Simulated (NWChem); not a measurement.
# HF/3-21G run of N2H4 (hydrazine)

What is the electronic atomisation energy of N2H4 (hydrazine) at HF/3-21G? 

Program for the calculation: NWChem 7.3.0.

2 further runs of the same task are left out: 1 that didn't finish, 1 set aside as unsound or not needed.

**1. Starting point**

N2H4 has 6 atoms, charge 0, and is taken as a singlet. As SMILES, `NN`. The shape is that of a PBE0-D4/def2-TZVP optimisation. This is one conformer, not always the lowest.

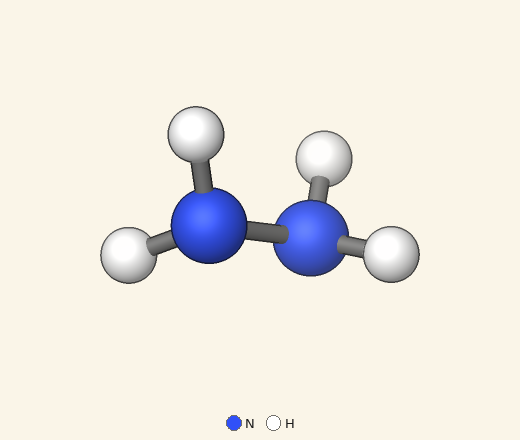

Viewed from a chosen angle; nitrogen blue, hydrogen white.

**2. A single-point energy at HF/3-21G**

Input file h4n2.nw:

```
start h4n2
memory total 2200 mb
charge 0

geometry noautosym nocenter noautoz
 N       -0.135100      -0.701700       0.195900
 N        0.447300       0.583800       0.089900
 H       -1.076200      -0.737600      -0.180500
 H        0.438700      -1.352200      -0.322700
 H        0.103900       1.104700      -0.709700
 H        0.221500       1.102900       0.927100
end

basis spherical bse
 N library 3-21G
 H library 3-21G
end

scf
 thresh 1e-08
 maxiter 80
 noprint "final vectors analysis"
end

task scf
```

Launch:

```
nwchem h4n2.nw > h4n2.out
```

The program printed:

```text
[...]
  functions       =    26
[...]
  wavefunction    = RHF
[...]
         Total SCF energy =   -110.547893609099
      One-electron energy =   -232.936324063219
      Two-electron energy =     80.554716407718
 Nuclear repulsion energy =     41.833714046401
        Time for solution =      0.2s
[...]
```

Run time: 0.78 s. Hardware: 1 thread of Intel Xeon Platinum 8488C (Sapphire Rapids), shared host; peak memory 0.1 GiB.

**3. The H atom**

Input file test.nw:

```
start test
memory stack 880 mb heap 220 mb global 1100 mb
geometry noautosym nocenter noautoz
   H     0.000000    0.000000    0.000000
end
basis spherical bse
   * library 3-21G
end
scf
   doublet
   uhf
   thresh 1e-08
   maxiter 80
   noprint "final vectors analysis"
end
task scf energy
```

Run the same way, it converges to -0.49620 Eh (log not shown).

**4. The N atom, same level**

Input file n.nw:

```
start n
title "N"
memory 2200 mb

geometry units angstrom noautosym nocenter noautoz
 N        0.000000       0.000000       0.000000
end

basis spherical bse
 * library 3-21G
end

scf
 nopen 3
 uhf
 thresh 1e-08
 maxiter 80
 noprint "final vectors analysis"
end

task scf energy
```

Run the same way, it converges to -54.10539 Eh (log not shown).

**5. Summary of results**

Level: HF/3-21G.

| quantity | value |
| --- | --- |
| molecule: total energy | -110.54789 Eh |
| molecule: dipole moment | 2.46 D |
| H atom: total energy | -0.49620 Eh |
| H atom: dipole moment | 0.00 D |
| H atom: ⟨S²⟩ | 0.750 |
| N atom: total energy | -54.10539 Eh |
| N atom: dipole moment | 0.00 D |
| N atom: ⟨S²⟩ | 3.752 |
| electronic atomisation energy | 9.587 eV |

What this shows: Taking the molecule apart into free atoms costs 9.59 eV (925 kJ/mol), before zero-point energy and without spin-orbit coupling. Hartree–Fock lacks the correlation of the bonding pairs, which as a rule makes this value much too low; in minimal bases other errors can mask that. The basis has no polarisation functions, which makes bonds too weak.
